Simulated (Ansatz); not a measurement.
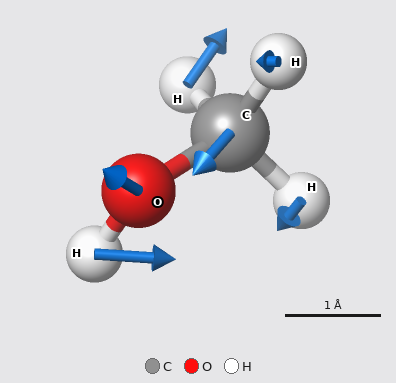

CH4O. The blue arrows show how the atoms are displaced, magnified 30 times. A ball-and-stick model, seen from a free direction.

Computed with RKS PBE-D4/def2-TZVPP in Ansatz 0.2.0. 

> Describe the change and its computed effect.

All atoms are moved at random (σ = 0.02 Å) from the PBE0-D4/def2-TZVP minimum. It costs 0.45 kcal/mol. The largest force is 1.2 eV/Å, on the C atom. At other levels of theory the same distortion costs 0.63 kcal/mol (RKS r2SCAN-D4/def2-TZVPP), 0.61 kcal/mol (RKS PBE0-D4/def2-TZVPP), 0.75 kcal/mol (RKS wB97M-V/def2-TZVPP), 0.70 kcal/mol (RHF-CCSD(T), frozen core/def2-TZVPP). Near-neighbour distances before and after: C–H 1.095 → 1.094 to 1.121 Å, C–O 1.409 → 1.400 Å. Bond angles that change, for instance: H–C–H 108.1° → 105.3°, C–O–H 108.5° → 105.8°.
